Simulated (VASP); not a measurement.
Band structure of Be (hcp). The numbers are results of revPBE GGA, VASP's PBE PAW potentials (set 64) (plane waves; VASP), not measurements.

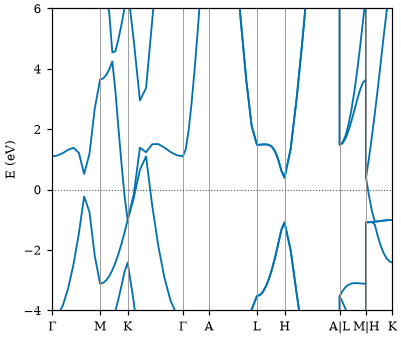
Figure: Bands along high-symmetry lines, zero at the valence-band maximum or, without a gap, the Fermi level

**Question.** Read the plot: is there a gap, and where are the band edges?

**Answer.** It has no gap at this level: it comes out as a metal or semimetal. (Edges off the drawn lines would not show.)

The compound is Be in the hcp structure. It was relaxed first.
